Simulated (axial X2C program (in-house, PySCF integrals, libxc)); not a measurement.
## Run report: HgH⁺, relativistic diatomic calculation

HgH⁺, single determinant with Ω = 0. Computed at this level: PBE0, two-component X2C with atomic mean-field Coulomb and Gaunt terms, Hg dyall-cv3z, H dyall-v3z (cores contracted) (axial X2C program (in-house, PySCF integrals, libxc)).

**Summary**

- outcome: converged
- bond length rₑ: 1.597 Å
- ωₑ: 2046 cm⁻¹
- energy at the minimum: −19629.55575 hartree
- depth below the fragments: 2.65 eV
- hardware: 1 thread of Arm Neoverse V1, 24 GiB of memory available, shared host
- wall time: 3.5 s

**The input**
```
{"zs": [80, 1], "q": 1, "bas": ["dyall-cv3z", "dyall-v3z"], "levels": ["PBE0", "HF", "M06"], "cc": true, "r0": 1.65, "thr": -2.0, "nmax": 90, "npts": 10, "nst": 2, "ntry": 6}
```

The line is the task of a batch: nuclear charges, charge, bases, the levels to run, a first guess of the distance and further settings. This report covers PBE0 with spin-orbit coupling. The log is that of the reference distance 1.598 Å, started from orbitals converged before.

The run was one of a batch that the task file lists, launched with:
```bash
python <driver script> task.json out
```

**Log**
```
two-component X2C + atomic mean field  PBE0
basis functions 195  fitting functions 947  grid points 5070
iter        total energy     max residual
   1     -19629.555754113     8.27e-06
   2     -19629.555754112     1.01e-05
converged
one-electron -26899.34121572  Coulomb 7639.90468312  exact exchange -93.09363124  xc functional -285.03019799  nuclear repulsion 26.49197552  atomic mean-field constant -18.48736780
```

**The points of the curve**

```
R (Å)    E (hartree)  dipole (D; origin at the first atom, positive when the second is positive)  highest filled (eV)  lowest empty (eV)
1.390  −19629.538621                                                                       −0.66               −17.06             −10.02
1.454  −19629.548420                                                                       −0.58               −17.03             −10.13
1.502  −19629.552758                                                                       −0.51               −16.99             −10.21
1.550  −19629.555073                                                                       −0.44               −16.95             −10.28
1.598  −19629.555754                                                                       −0.36               −16.89             −10.35
1.654  −19629.554921                                                                       −0.25               −16.82             −10.44
1.710  −19629.552723                                                                       −0.14               −16.75             −10.52
1.782  −19629.548424                                                                        0.01               −16.63             −10.62
1.870  −19629.541630                                                                        0.21               −16.48             −10.74
1.998  −19629.530063                                                                        0.53               −16.24             −10.91
```

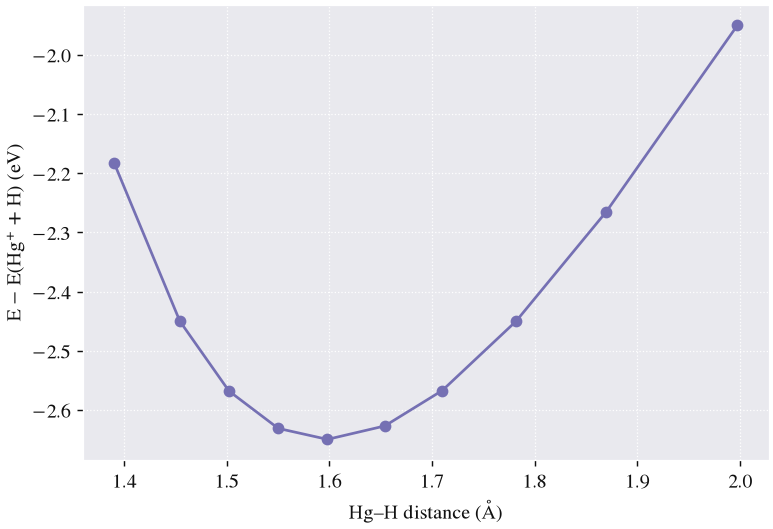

Fig. 1: Energy at 10 bond lengths, for one set of occupations held fixed; the line joins the points. A polynomial of degree 6 through 9 points gives rₑ = 1.597 Å, ωₑ = 2046 cm⁻¹, ωₑxₑ = 36 cm⁻¹ and Bₑ = 6.589 cm⁻¹. The minimum lies 2.65 eV below Hg⁺ + H, each computed as one determinant at the same level.

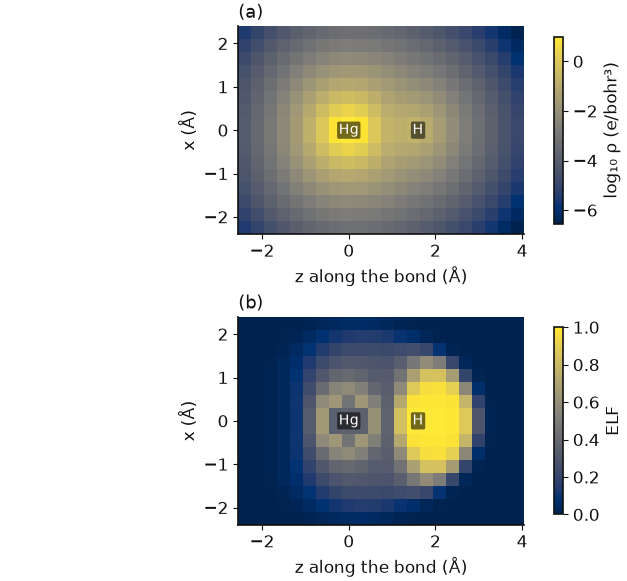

Fig. 2: (a) electron density on a logarithmic scale; (b) electron localisation function, in a plane that holds the axis, at 1.60 Å, on points 0.3 Å apart (one half computed, the other mirrored); the structure near the nuclei is finer than these points.

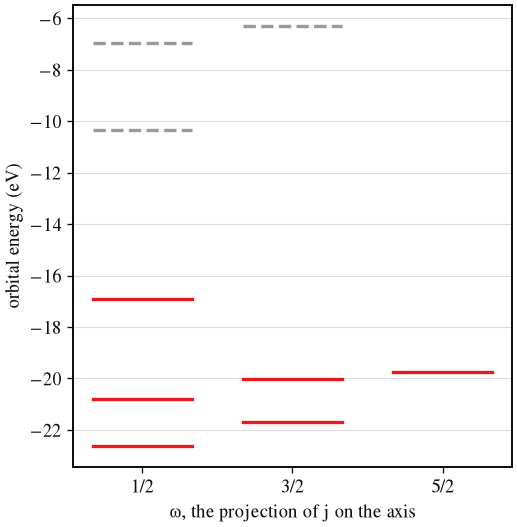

Fig. 3: Orbital energies near the frontier at 1.60 Å, filled (solid) and empty (dashed); the Kramers partners at −ω are degenerate and not drawn. The highest filled spinor (1/2; 50 % Hg s, 31 % H s) lies at −16.89 eV, the lowest empty one (1/2; 48 % Hg p, 27 % Hg s) at −10.35 eV.
